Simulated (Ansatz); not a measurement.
System: BH$_{6}$NSe (SMILES [BH3-][NH2+][SeH]).

```yaml
atoms:
  - { symbol: B, position_ang: [-3.2430, -0.0297, -0.2237] }
  - { symbol: N, position_ang: [-1.9319, 0.6041, 0.5242] }
  - { symbol: Se, position_ang: [-1.9049, 0.4314, 2.4452] }
  - { symbol: H, position_ang: [-3.2372, -1.2214, 0.0487] }
  - { symbol: H, position_ang: [-3.0249, 0.2036, -1.4085] }
  - { symbol: H, position_ang: [-4.2060, 0.5758, 0.2243] }
  - { symbol: H, position_ang: [-1.0855, 0.1546, 0.1650] }
  - { symbol: H, position_ang: [-1.8656, 1.6018, 0.3061] }
  - { symbol: H, position_ang: [-3.2010, -0.2640, 2.4195] }
```

Geometry: r2SCAN-D4/def2-SVP.

These are results of isolated molecule in a Gaussian basis; Kohn-Sham density functional theory, functional PBE0 in Ansatz 0.2.0, not measurements.

What will maps of the electron density and electron localisation function show?

Answer. B–N (1.64 Å): ρ is about 1.1 e/Å³ halfway; the ELF peaks at about 0.95 between the atoms; a shared but strongly polarised pair.
Se–N (1.93 Å): the density is about 0.97 e/Å³ at the midpoint; the ELF peaks at about 0.90 between the atoms; localised, covalent bonding.
B–H (1.23 Å): ρ at the midpoint is about 1.1 e/Å³; the ELF climbs to about 1 towards the hydrogen, as it does in any bond to H: a covalent bond by its length.
Se–H (1.47 Å): ρ at the midpoint is about 1.4 e/Å³; the ELF climbs to about 1 towards the hydrogen.

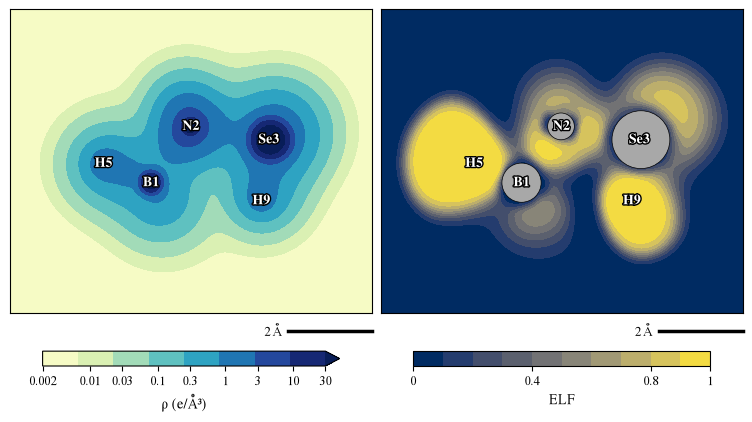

Computed electron density and electron localisation function on the plane of atoms N2, B1 and H5, in this order. Grey discs cover the atomic cores in the ELF map. 
